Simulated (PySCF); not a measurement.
## Electronic structure of C$_{3}$H$_{2}$F$_{6}$ in real space

Input file:

```
{"job": {"kind": "uv", "xc": "CAM-B3LYP", "basis": "def2-SVPD", "dynamic": true, "nstates": 6, "ntriplets": 0}, "charge": 0, "multiplicity": 1}
F      0.768174     1.693283    -0.782071
C      0.935314     0.349465    -0.883836
C      0.346422    -0.350658     0.324237
F      0.496423    -1.676154     0.136801
F      1.004596    -0.000333     1.441536
C     -1.151812    -0.080778     0.564967
F     -1.348454     1.165021     0.962995
F     -1.827545    -0.282227    -0.565104
F     -1.620133    -0.906386     1.488493
H      0.440811    -0.028649    -1.792071
H      2.008084     0.097155    -0.913859
```

Launched as:

```sh
OMP_NUM_THREADS=1 python probes_run.py task.json out
```

Geometry: PBE0-D3(BJ)/def2-SVP.

Method: PySCF, CAM-B3LYP/def2-SVPD, SCF density, gas phase.

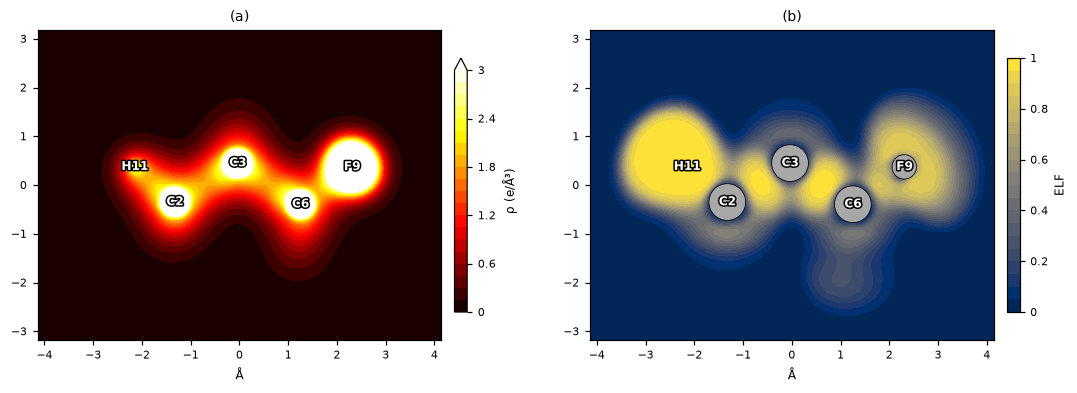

Figure 1. (a) electron density; (b) ELF on the plane of atoms C3, C2 and H11. Grey discs cover the atomic cores in the ELF map.

### What do the fields say about this system?

The plane passes through C, F and H nuclei. C–F (1.32 Å): the density is about 2.5 e/Å³ at the midpoint; the ELF peaks at about 0.85 between the atoms, as expected for a polar covalent bond. C–C (1.52 Å): ρ is about 1.8 e/Å³ halfway; the ELF peaks at about 1 between the atoms, as expected for a shared electron pair. C–H (1.10 Å): the density is about 2 e/Å³ at the midpoint; the ELF climbs to about 1 towards the hydrogen, as it does in any bond to H: a covalent bond by its length. The ELF also peaks beside F9, away from the bonds: lone-pair regions.

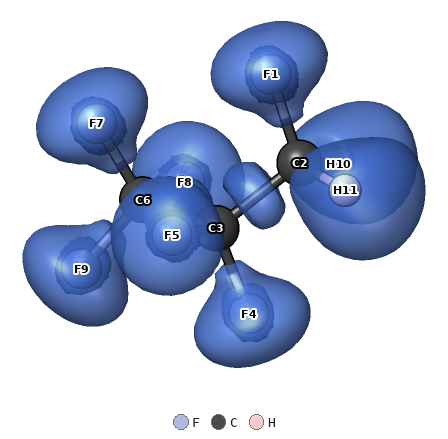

Figure 2. Isosurface of the ELF at 0.75 (blue), seen at a tilt. Only the valence region is drawn (cores and ρ < 0.01 e/Å³ removed).

### Describe the localisation domains.

At this value the surface marks out two regions between bonded C–C atoms (shared pairs), two regions around hydrogen nuclei and six regions on F in which the atom's valence shell and bonds are merged.

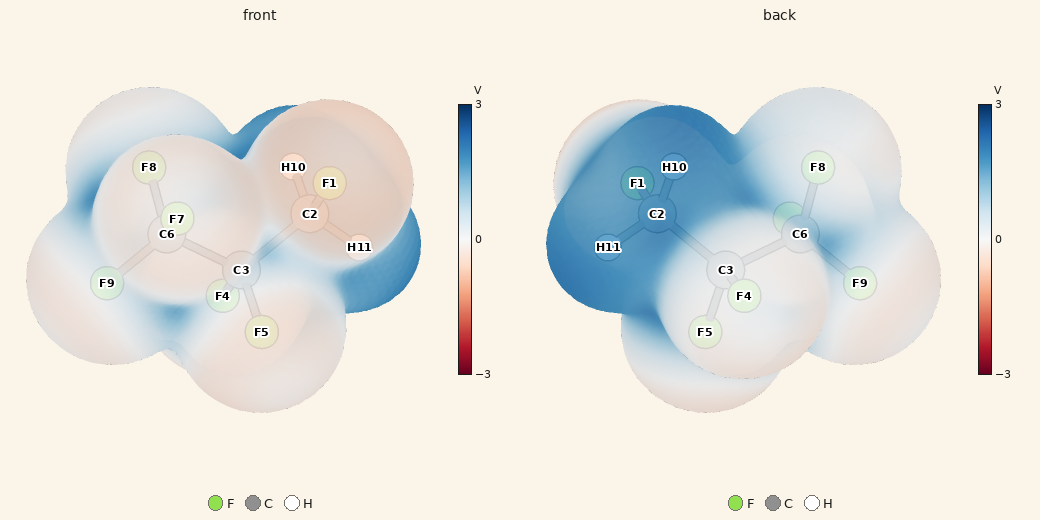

Figure 3. The electrostatic potential painted on the density surface at 0.004 e/bohr³, seen from the front and from behind; red is negative and blue positive.

### Where is the surface potential most negative and most positive?

The most negative region (about −0.6 V, or −14 kcal/mol for a unit charge) lies over F1, the most positive (about +2.1 V, or +48 kcal/mol for a unit charge) over the C and H atoms.

### How polar is the molecule by this calculation?

Its dipole moment is 2.07 D.
